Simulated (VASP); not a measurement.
Input:

```
MgF2
1.0
    4.67995     0.00000     0.00000
    0.00000     4.67995     0.00000
    0.00000     0.00000     3.08702
Mg F
2 4
Cartesian
  4.67995   0.00000   3.08702
  2.33998   2.33998   1.54351
  1.41860   1.41860   3.08702
  3.75858   0.92137   1.54351
  0.92137   3.75858   1.54351
  3.26135   3.26135   0.00000
```

The numbers are results of PBE GGA, VASP's PBE PAW potentials (set 64) (plane waves; VASP), not measurements. Run with 520 eV cut-off, 5×5×8 Γ-centred mesh, tetrahedra with Blöchl corrections, potentials Mg F.

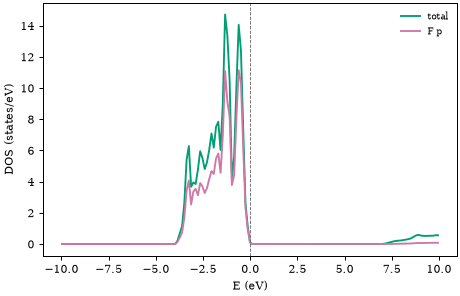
Figure: Total and projected density of states, zero at the valence-band maximum

Within 2 eV below the valence-band maximum the largest weight inside VASP's projection spheres is F p.

The gap is direct, 6.85 eV, from the valence maximum at Γ to the conduction minimum at Γ.

The compound is MgF2 in the rutile structure. It was relaxed first.
